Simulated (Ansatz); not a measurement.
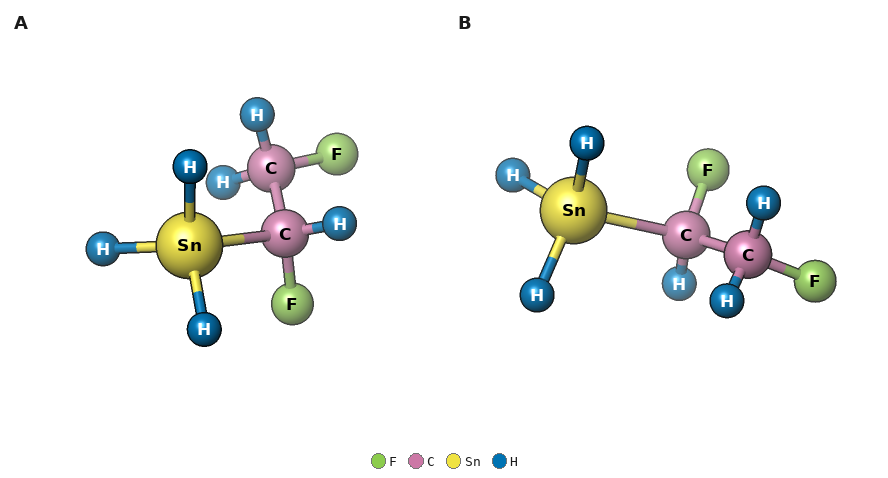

Depth is shown by fading: the farther an atom, the more it takes the colour of the background. The computed structure is the end point of a PBE0-D4/def2-TZVP optimisation. No frequency run is at hand to confirm it as a minimum.

How are A and B related: the same structure turned, mirror images, conformers, diastereomers or constitutional isomers?

Answer. They are the same structure, C2H6F2Sn (FC[C@H](F)[SnH3]), seen from two directions: a rotation takes one into the other. The geometry is chiral (C1), so its mirror image would differ.
